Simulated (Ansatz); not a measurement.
**V_Na in NaAsF6 (R-3): charge-transition levels and formation energies**

Wanted: the transition levels of a vacancy in NaAsF6 (R-3), from a cell of 64 host atoms with 1 Na taken out.

Calculated with Ansatz 0.2.0; place-levels on PBEsol runs: charge-transition levels and formation energies with image-charge correction and potential alignment at the atomic sites.

In doubt: warnings of the run leave room for a lower electronic state (in some of the runs), so energies may not be the lowest and differences between runs may mislead.

### Step 1. Starting point

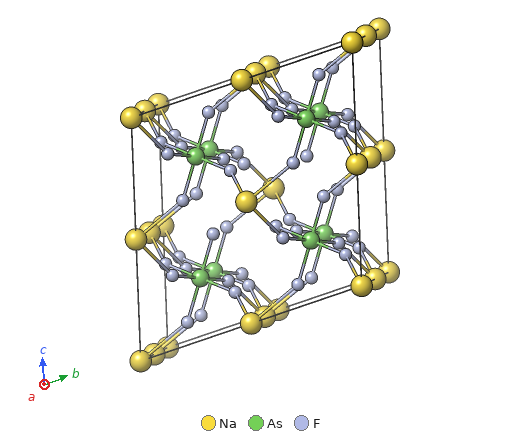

The starting structure, seen slightly off an axis (sodium yellow, arsenic green, fluorine light blue). Bonds to atoms that aren't drawn are left out. Some periodic images of atoms are drawn too.

The cell holds 63 atoms: 7 Na, 8 As and 48 F. Cell: a = 11.316 Å, b = 11.316 Å, c = 11.316 Å, α = 56.8°, β = 56.8°, γ = 56.8°. It derives from NaAsF6 (space group R-3). Nearest the centre at fractional (0.250, 0.250, 0.750): F13 at 2.32 Å, F10 at 2.32 Å, F14 at 2.32 Å, F12 at 2.32 Å, F15 at 2.32 Å, F11 at 2.32 Å, F23 at 3.81 Å, F61 at 3.81 Å.

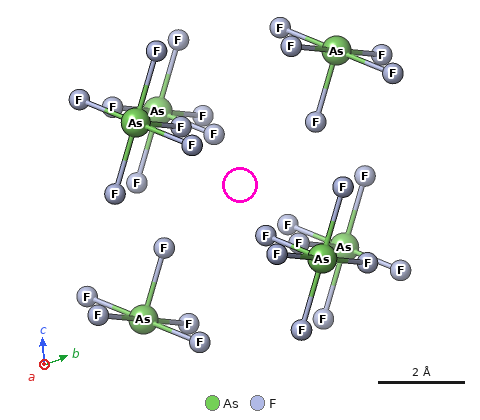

The atoms within 5 Å of the centre. A ring marks the centre wherever it is empty.

Structure file:

```xyz
63
Lattice="5.3804 3.1064 9.4577 -5.3804 3.1064 9.4577 0.0000 -6.2128 9.4577" Properties=species:S:1:pos:R:3 pbc="T T T"
Na    0.0000    0.0000    7.0933
As    0.0000    0.0000    0.0000
F    -1.8469   -0.3999    8.4471
F     0.5771    1.7994    8.4471
F     1.2698   -1.3995    8.4471
F     1.8469    0.3999    5.7396
F    -0.5771   -1.7994    5.7396
F    -1.2698    1.3995    5.7396
As    0.0000   -3.1064    4.7289
F    -1.8469   -3.5063   13.1759
F     0.5771   -1.3070   13.1759
F     1.2698   -4.5059   13.1759
F     1.8469   -2.7065   10.4684
F    -0.5771   -4.9058   10.4684
F    -1.2698   -1.7069   10.4684
Na   -2.6902    1.5532   11.8222
As   -2.6902    1.5532    4.7289
F    -4.5371    1.1533   13.1759
F    -2.1131    3.3526   13.1759
F    -1.4205    0.1537   13.1759
F    -0.8433    1.9531   10.4684
F    -3.2674   -0.2462   10.4684
F    -3.9600    2.9527   10.4684
Na   -2.6902   -1.5532   16.5510
As   -2.6902   -1.5532    9.4577
F    -4.5371   -1.9531   17.9048
F    -2.1131    0.2462   17.9048
F    -1.4205   -2.9527   17.9048
F    -0.8433   -1.1533   15.1973
F    -3.2674   -3.3526   15.1973
F    -3.9600   -0.1537   15.1973
Na    2.6902    1.5532   11.8222
As    2.6902    1.5532    4.7289
F     0.8433    1.1533   13.1759
F     3.2674    3.3526   13.1759
F     3.9600    0.1537   13.1759
F     4.5371    1.9531   10.4684
F     2.1131   -0.2462   10.4684
F     1.4205    2.9527   10.4684
Na    2.6902   -1.5532   16.5510
As    2.6902   -1.5532    9.4577
F     0.8433   -1.9531   17.9048
F     3.2674    0.2462   17.9048
F     3.9600   -2.9527   17.9048
F     4.5371   -1.1533   15.1973
F     2.1131   -3.3526   15.1973
F     1.4205   -0.1537   15.1973
Na    0.0000    3.1064   16.5510
As    0.0000    3.1064    9.4577
F    -1.8469    2.7065   17.9048
F     0.5771    4.9058   17.9048
F     1.2698    1.7069   17.9048
F     1.8469    3.5063   15.1973
F    -0.5771    1.3070   15.1973
F    -1.2698    4.5059   15.1973
Na    0.0000    0.0000   21.2799
As    0.0000    0.0000   14.1866
F    -1.8469   -0.3999   22.6337
F     0.5771    1.7994   22.6337
F     1.2698   -1.3995   22.6337
F     1.8469    0.3999   19.9262
F    -0.5771   -1.7994   19.9262
F    -1.2698    1.3995   19.9262
```

The host's dielectric constants go in as inputs: 1.84 for the electrons alone, (3.75, 3.75, 3.97) with the ions, from a response run on this crystal (DFPT, PBEsol) at that run's own cell.

The cell's shortest repeat is 10.8 Å.

### Step 2. What was run first

A transition level is the Fermi level at which two charge states cost the same, so each charge needs its own total energy, at its own relaxed structure.

Random displacements of about 0.05 Å break the site symmetry at the start, so that the relaxation can reach a distorted minimum if there is one. Forces are taken at one point at (¼, ¼, ¼). The cell holds 1 electron more than the neutral one, with a uniform background that keeps it neutral on the whole.

The sampling was tested on the host first: at the k-points planned (1x1x1 shifted 0.25 0.25 0.25) its energy lies 0.000 eV an atom from the dense-mesh value, under the bound of 0.02 eV set for this test; that bounds the host's error, not the defect's.

One state's input; the others differ in charge, spin, start and seed, and in occupations where the table says so.

Input file qm1.relax/input.yaml:

```yaml
crystal:
  lattice:
    - [2.69022028, 1.5531994, 4.72887129]
    - [-2.69022028, 1.5531994, 4.72887129]
    - [0.0, -3.10639881, 4.72887129]
  atoms:
    - { symbol: Na, position: [0.5, 0.5, 0.5] }
    - { symbol: As, position: [0.0, 0.0, 0.0] }
    - { symbol: F, position: [0.20925156, 0.895778, 0.68124526] }
    - { symbol: F, position: [0.895778, 0.68124526, 0.20925156] }
    - { symbol: F, position: [0.68124526, 0.20925156, 0.895778] }
    - { symbol: F, position: [0.79074844, 0.104222, 0.31875474] }
    - { symbol: F, position: [0.104222, 0.31875474, 0.79074844] }
    - { symbol: F, position: [0.31875474, 0.79074844, 0.104222] }
  supercell: [2, 2, 2]
  defects: [{ vacancy: 8 }]
total_charge: -1
basis:
  ecutwfc: 420
  xc_grid: 2
hamiltonian:
  xc: pbesol
kpoints:
  mp_grid: { grid: [1, 1, 1], shift: [0.25, 0.25, 0.25] }
scf:
  occupations: { method: fixed }
  max_iter: 80
output:
  forces: true
  charged_corrections: { epsilon: 1.84, static_epsilon: [3.75, 3.75, 3.97] }
relax:
  f_tol: 0.02
  max_steps: 80
  random_displacement: { amplitude: 0.05, seed: 9923 }
checkpoint:
  write: "../qm1.relax.run"
  compress: false
  write_wavefunctions: true
  write_every: 100000
```

On the command line:

```
> ansatz run input.yaml --threads 4 --pin off --max-ram 7536MiB --backend cpu --events-out ev --progress --plain --runs-dir out
```

The relaxed structure is kept and the sampling changed to a 2×2×2 shifted mesh.

The run of this state that the levels use, under PBEsol:

Input file qm1.point/input.yaml:

```yaml
crystal:
  checkpoint: "../qm1.relax.run"
  host: checkpoint
total_charge: -1
basis:
  ecutwfc: 420
  xc_grid: 2
hamiltonian:
  xc: pbesol
kpoints:
  mp_grid: { grid: [2, 2, 2], shift: [0.5, 0.5, 0.5] }
scf:
  occupations: { method: fermi_dirac, width: 0.01 }
  max_iter: 80
output:
  forces: true
  eigenvalues: true
  charged_corrections:
    epsilon: 1.84
    static_epsilon: [3.75, 3.75, 3.97]
    defect_position: [0.25, 0.25, 0.75]
  eigenstates: { localisation: true }
  populations: true
  band_densities: [{ bands: [v1, v1] }, { bands: [c1, c1] }]
  write_density: true
  write_potential: true
  volumetric_format: npy
checkpoint:
  read: "../qm1.relax.run"
  write: "../qm1.point.run"
  compress: false
  write_wavefunctions: false
  write_every: 100000
```

Relaxations under PBEsol at one point at (¼, ¼, ¼); times on 4 threads of Intel Xeon Platinum 8259CL at 2.50GHz (Skylake/Cascade Lake), shared host:

```csv
charge,moment (μB),occupations,outcome,steps,largest displacement against the far atoms (Å),time
−1,0,fixed,converged,5,0.08,66 s
0,1,fixed,not converged,2,-,5.8 min
0,1,fermi-dirac,converged,6,0.07,12 min
+1,0,fixed,not converged,-,-,63 s
+1,0,fermi-dirac,converged,6,0.12,3.1 min
+1,2,fixed,not converged,-,-,2.2 min
+1,2,fermi-dirac,converged,5,0.07,8.7 min
```

Single points under PBEsol at a 2×2×2 shifted mesh; times on 4 threads of Intel Xeon Platinum 8259CL at 2.50GHz (Skylake/Cascade Lake), shared host:

```csv
charge,moment (μB),occupations,outcome,time
−1,0,fermi-dirac,converged,75 s
0,1,fermi-dirac,converged,6 min
+1,0,fermi-dirac,converged,2.4 min
+1,2,fermi-dirac,converged,12 min
```

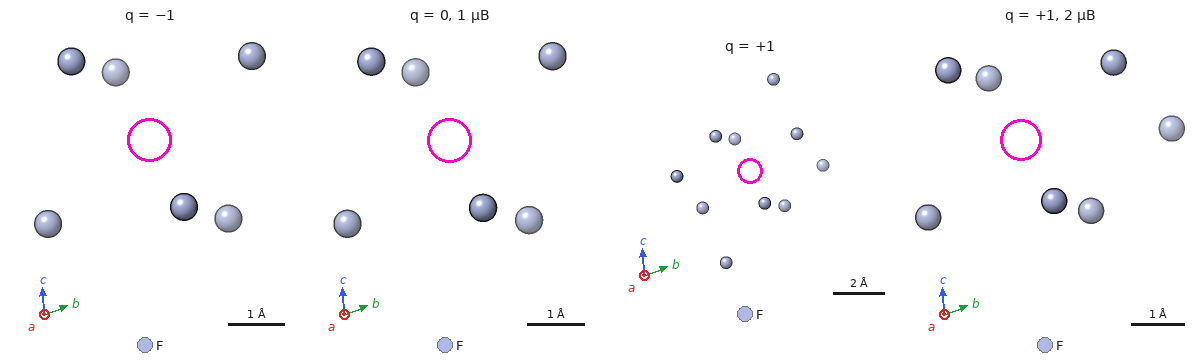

The structures near the centre after relaxation with PBEsol, by charge. A ring marks the centre wherever it is empty. Bonds to atoms that aren't drawn are left out.

Distances (Å) from the ideal centre to the nearest atoms after relaxation with PBEsol:

```csv
charge,moment (μB),1.,2.,3.,4.,5.,6.
−1,0,F 2.38,F 2.39,F 2.39,F 2.39,F 2.39,F 2.40
0,1,F 2.36,F 2.37,F 2.37,F 2.38,F 2.38,F 2.39
+1,0,F 2.33,F 2.34,F 2.36,F 2.37,F 2.40,F 2.41
+1,2,F 2.30,F 2.31,F 2.31,F 2.32,F 2.32,F 2.33
```

### Step 3. Placing the levels, PBEsol

A charged cell interacts with its images and the background, and its potential has another zero than the host's. place-levels removes the first by a point-charge model, screened by the static dielectric constant since the ions have relaxed around the charge, and the second by comparing potentials at atoms far from the defect.

The host is a run of the defect-free crystal in the same cutoffs, grids and k-points, so that basis and sampling errors cancel in part in the differences. The host is run in a cell of 8 atoms on a matching mesh. Its band edges are searched through the zone by a band path, so the gap is smaller than, or equal to, that on the mesh. Chemical potentials are energies per atom of Na (bcc), run with the same functional and cutoff.

Input file levels.point.yaml:

```yaml
host:
  run: host.point.run
states: [qm1.point.run, q0_M1.point.run, qp1.point.run, qp1_M2.point.run]
geometry_from:
  qm1.point.run: qm1.relax.run
  q0_M1.point.run: q0_M1.relax_smeared.run
  qp1.point.run: qp1.relax_smeared.run
  qp1_M2.point.run: qp1_M2.relax_smeared.run
  host.point.run: host.relax.run
chemical_potentials:
  Na:
    energy: -1475.868162
    dataset: "<sha256 of the dataset>"
epsilon: 1.84
static_epsilon: [3.75, 3.75, 3.97]
vertical:
  - { from: qm1.point.run, to: qm1.point_neutral.run }
  - { from: qp1.point.run, to: qp1.point_neutral.run }
  - { from: qp1_M2.point.run, to: qp1_M2.point_neutral.run }
```

On the command line:

```
> ansatz place-levels levels.point.yaml -- --threads 4 --pin off --max-ram 7536MiB
```

Numbers of over 12 decimals in the logs are rounded to 6 here.

The log of the run:

```text
[... repeated set-up lines and file paths are left out, and long positions are rounded to six places ...]
(+1/0) 0.000 eV above the valence edge (-0.260 eV without the band-filling correction), 5.558 eV under the conduction edge
(0/-1) 0.630 eV above the valence edge, 4.928 eV under the conduction edge
formation energy of charge +1: +7.417 eV with the Fermi level at the valence edge
formation energy of charge 0: +7.417 eV with the Fermi level at the valence edge
formation energy of charge -1: +8.046 eV with the Fermi level at the valence edge
vertical -1 to 0: no energy, since no alignment is typed
  the change from vertical[0].from (qm1.point.run) to vertical[0].to (qm1.point_neutral.run): by its potential at epsilon 1.84 it stands at 0.254 0.253 0.752, with an rms radius of about 6.1 Å (3.5 3.5 3.5 Å across the planes of the cell's vectors); [...]
vertical +1 to 0: no energy, since no alignment is typed
  the change from vertical[1].from (qp1.point.run) to vertical[1].to (qp1.point_neutral.run): by its potential at epsilon 1.84 it stands at 0.268 0.268 0.752, with an rms radius of about 7.2 Å (4.2 4.2 4.1 Å across the planes of the cell's vectors); [...]
vertical +1 to 0: no energy, since no alignment is typed
  the change from vertical[2].from (qp1_M2.point.run) to vertical[2].to (qp1_M2.point_neutral.run): by its potential at epsilon 1.84 it stands at 0.235 0.235 0.739, with an rms radius of about 6.4 Å (3.7 3.7 3.7 Å across the planes of the cell's vectors); [...]
  edges by pbesol, gap 5.558 eV; the host is sampled to repeats of 21.52 Å
  the defect's cells are sampled to repeats of 21.52 Å, like sampling
  charge +1: -87267.4723 eV with its correction of +0.048 eV, at epsilon [3.75, 3.75, 3.97], aligned at sites: -0.5053 eV, mean over 21 atomic sites at or beyond 5.38 Å from the defect at [0.2500, 0.2500, 0.7500], with +0.000000 for the charge's moments and [...]
  states[3] (qp1_M2.point.run): levels filled in part (TS 0.047 eV): its energy is of no whole electron's
  charge 0: +0.000 eV for its dipole among its images, +0.000 omitted
  states[1] (q0_M1.point.run): levels filled in part (TS 0.030 eV): its energy is of no whole electron's
  charge -1: -87269.3342 eV with its correction of +0.701 eV, at epsilon [3.75, 3.75, 3.97], aligned at sites: -0.1475 eV, mean over 21 atomic sites at or beyond 5.38 Å from the defect at [0.2500, 0.2500, 0.7500], with +0.000000 for the charge's moments and [...]
  charge +1: states[2] (qp1.point.run) stands 0.036 eV higher, with a moment of 0.00 μB against 2.00
  states[2] (qp1.point.run): levels filled in part (TS 0.061 eV): its energy is of no whole electron's
  of states[3] (qp1_M2.point.run): it parts from the run at its places by a charge that spreads by about 3.7 Å along one vector (1.5 Å or more is wide), by its potential at epsilon 1.84, taken for that of held ions (one typed too small widens it), where the [...]
  of states[1] (q0_M1.point.run): its alignment with the host at atomic sites is doubtful: the mean over the far sites moves by -0.0578 eV from their farther parts to their nearer, more than 0.05 eV. [...]
  of states[0] (qm1.point.run): it parts from the run at its places by a charge that spreads by about 3.5 Å along one vector (1.5 Å or more is wide), by its potential at epsilon 1.84, taken for that of held ions (one typed too small widens it), where the cell [...]
  of states[2] (qp1.point.run): it parts from the run at its places by a charge that spreads by about 4.2 Å along one vector (1.5 Å or more is wide), by its potential at epsilon 1.84, taken for that of held ions (one typed too small widens it), where the cell [...]
  of vertical[0].from (qm1.point.run): it parts from the run at its places by a charge that spreads by about 3.5 Å along one vector (1.5 Å or more is wide), by its potential at epsilon 1.84, taken for that of held ions (one typed too small widens it), where [...]
  vertical[0].to (qm1.point_neutral.run): levels filled in part (TS 0.031 eV): its energy is of no whole electron's
  vertical[1].from (qp1.point.run): levels filled in part (TS 0.061 eV): its energy is of no whole electron's
  of vertical[1].from (qp1.point.run): it parts from the run at its places by a charge that spreads by about 4.2 Å along one vector (1.5 Å or more is wide), by its potential at epsilon 1.84, taken for that of held ions (one typed too small widens it), where [...]
  vertical[1].to (qp1.point_neutral.run): levels filled in part (TS 0.028 eV): its energy is of no whole electron's
  vertical[2].from (qp1_M2.point.run): levels filled in part (TS 0.047 eV): its energy is of no whole electron's
  of vertical[2].from (qp1_M2.point.run): it parts from the run at its places by a charge that spreads by about 3.7 Å along one vector (1.5 Å or more is wide), by its potential at epsilon 1.84, taken for that of held ions (one typed too small widens it), [...]
  vertical[2].to (qp1_M2.point_neutral.run): levels filled in part (TS 0.028 eV): its energy is of no whole electron's
  of vertical[2].to (qp1_M2.point_neutral.run): magnetization_residual_over_threshold
```

It took 0.61 s on 4 threads of Intel Xeon Platinum 8259CL at 2.50GHz (Skylake/Cascade Lake), shared host.

Levels between the charges placed, in eV above the valence top:

```csv
,gap (eV),(+1/0),(0/−1)
PBEsol,5.56,0.00,0.63
```

Corrections by state:

```csv
charge,moment (μB),image terms and alignment (eV),band filling (eV),ε used,"over the lowest of its charge, as the program ranks them, band filling apart (eV)"
+1,2.0,0.048,-0.260,"principal values (3.75, 3.75, 3.97)",0.000
0,1.0,0.000,-,-,0.000
−1,0.0,0.701,-,"principal values (3.75, 3.75, 3.97)",0.000
+1,0.0,0.033,-,"principal values (3.75, 3.75, 3.97)",0.036
```

The charged structures listed were also run neutral, and place-levels reads from each pair, by the potential or the spins, how wide the charge is by which they differ; that can be the carrier of either run.

```csv
charge,rms radius (Å),spread where it is widest against the cell (Å),wide from (Å),reading
+1,6.4,3.73,1.53,wide
−1,6.1,3.52,1.53,wide
```

The neutral runs of these pairs need not share the spin of the lowest neutral state, and very wide values only mean spread over the cell.

From the program's caveats on the states, each cut to its opening words:

- charge +1 (2 μB): it parts from the run at its places by a charge that spreads by about 3.7 Å along one vector (1.5 Å or more is wide), by its potential at epsilon 1.84, taken [...]
- charge +1 (2 μB): a band-filling correction moves a carrier to the host's band edge, which changes its energy by -0.260 eV
- charge +1 (2 μB): its alignment with the host at atomic sites is doubtful: the mean over the far sites moves by -0.1012 eV from their farther parts to their nearer, more than [...]
- charge 0 (1 μB): its alignment with the host at atomic sites is doubtful: the mean over the far sites moves by -0.0578 eV from their farther parts to their nearer, more than [...]
- charge −1: it parts from the run at its places by a charge that spreads by about 3.5 Å along one vector (1.5 Å or more is wide), by its potential at epsilon 1.84, taken [...]
- charge −1: its alignment with the host at atomic sites is doubtful: the mean over the far sites moves by +0.1933 eV from their farther parts to their nearer, more than [...]
- charge +1: it parts from the run at its places by a charge that spreads by about 4.2 Å along one vector (1.5 Å or more is wide), by its potential at epsilon 1.84, taken [...]
- charge +1: its alignment with the host at atomic sites is doubtful: the mean over the far sites moves by -0.0700 eV from their farther parts to their nearer, more than [...]

Chemical potentials of the elements' reference phases, run alike. Formation energies (elemental references), with the Fermi level at the valence top and at the conduction bottom (gap 5.56 eV):

```csv
charge,at valence top (eV),at conduction bottom (eV),correction included (eV)
+1,7.42,12.97,-0.21
0,7.42,7.42,0.00
−1,8.05,2.49,0.70
```

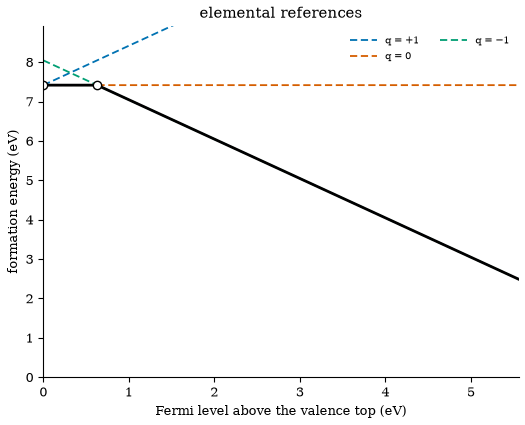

Formation energy against Fermi level; the thick line follows the lowest charge state and circles mark the transition levels.

The charge transition levels (eV, zero at the valence-band top of the host):

```csv
,conduction bottom,valence top
V_Na,5.56,0.00
```

```csv
,level,energy (eV)
V_Na,(+1/0),0.00
V_Na,(0/−1),0.63
```

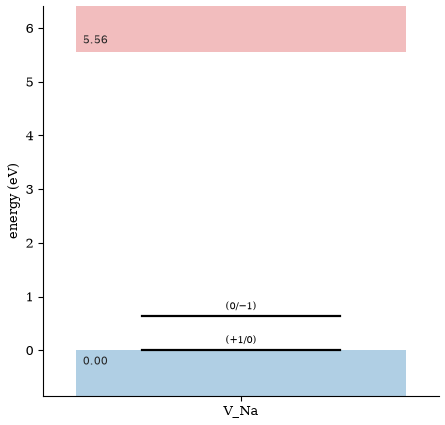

Charge transition levels. Shaded: valence and conduction bands.

### Step 4. A changed set-up

A choice is tested by changing it alone.

levels.try0.yaml is levels.point.yaml with these lines changed:

```diff
-epsilon: 1.84
-static_epsilon: [3.75, 3.75, 3.97]
+epsilon: 2.45
+static_epsilon: 5.08
```

On the command line:

```
> ansatz place-levels levels.try0.yaml -- --threads 4 --pin off --max-ram 7536MiB
```

The log of the run:

```text
[...]
(0/-1) 0.536 eV above the valence edge, 5.021 eV under the conduction edge
formation energy of charge +1: +7.417 eV with the Fermi level at the valence edge
formation energy of charge 0: +7.417 eV with the Fermi level at the valence edge
formation energy of charge -1: +7.953 eV with the Fermi level at the valence edge
vertical -1 to 0: no energy, since no alignment is typed
vertical +1 to 0: no energy, since no alignment is typed
vertical +1 to 0: no energy, since no alignment is typed
  edges by pbesol, gap 5.558 eV; the host is sampled to repeats of 21.52 Å
[... the lines on each state left out ...]
```

The change: single dielectric constants in place of the tensors, a third over their means.

Levels in eV above the valence top; the changed ones are not the defect's:

```csv
,gap (eV),(+1/0),(0/−1)
changed,5.56,0.00,0.54
as set up,5.56,0.00,0.63
```

The largest shift is 0.09 eV, band-filling terms included.

### Step 5. What came out

```
gap of the host                                                             : 5.56 eV (PBEsol)
level (plus 1/0)                                                            : 0.00 eV above the valence top (-0.26 eV above the valence top without the band-filling term)
level (0/minus 1)                                                           : 0.63 eV above the valence top
lowest of the charges placed, just above the valence top (0.02 eV)          : 0
lowest of the charges placed, just below the conduction bottom (0.02 eV)    : −1
lowest formation energy at mid-gap of the charges run, elemental references : 5.27 eV
```

**Reading.** Of the charges placed (−1, 0 and +1), the lowest changes at 0.63 eV (0/−1) above the valence top, in a gap of 5.56 eV. (0/−1) lies nearer to a band edge than the share of the finite-size correction in it (0.70 eV), and that correction holds for a localised charge alone. Charges below −1 were not placed, so these runs say nothing of levels that involve them. States placed: +1 at 2 μB and 0 μB; 0 at 1 μB; −1 at 0 μB. Other spin states or structures, where not listed, weren't placed. The program finds carriers beyond a band edge of the host and adds a band-filling term at charge +1 (-0.26 eV); steps to such a charge show no bound level, and a defect level inside a band would be read the same way. The program doubts the alignment of potentials for at least one state, a sign that the cell is small. Keep in mind: PBEsol makes the gap too small and tends to spread out bound carriers; where a gas molecule sets a chemical potential or the host's formation energy, its binding is uncorrected.

[Logs are printed without paths, hosts, clocks, repeated set-up lines and the standing remarks that a program may print on its own settings, such as how far it seeks lower states.]

[Hosts, paths, dates, database ids (printed as entryN), source tags and the programs' standing remarks are cut or masked in the printed files.]

[Where a table of states has a column of steps, it counts the stored structures, which are thinned; the runs took as many ionic steps or more.]

[A defect's name tells the site on which it was built; relaxed atoms can leave that site.]

[For some hosts the program warned that the k-mesh of the response run may be too coarse for force constants and the static dielectric constant; such warnings are not shown here.]
